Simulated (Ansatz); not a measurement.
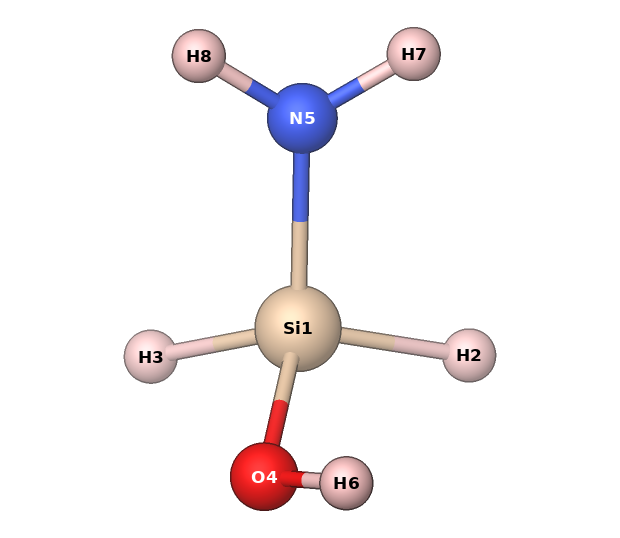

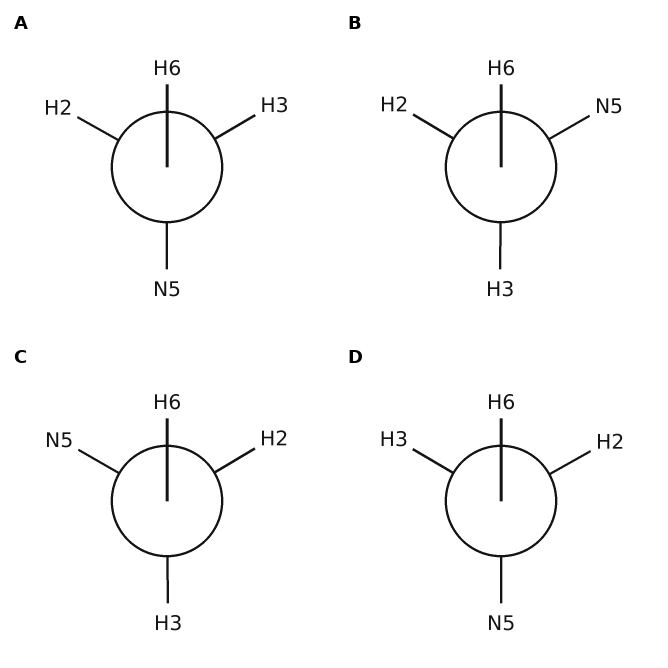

Atoms fade into the background with distance from the viewer. Bonds that would overlap in a projection are set slightly apart. Computed geometry: PBE0-D4/def2-TZVP optimisation.

> Which Newman projection shows the view along O4–Si1, with O4 in front?

C. The torsion angle H6–O4–Si1–N5 is −60°, synclinal (gauche).
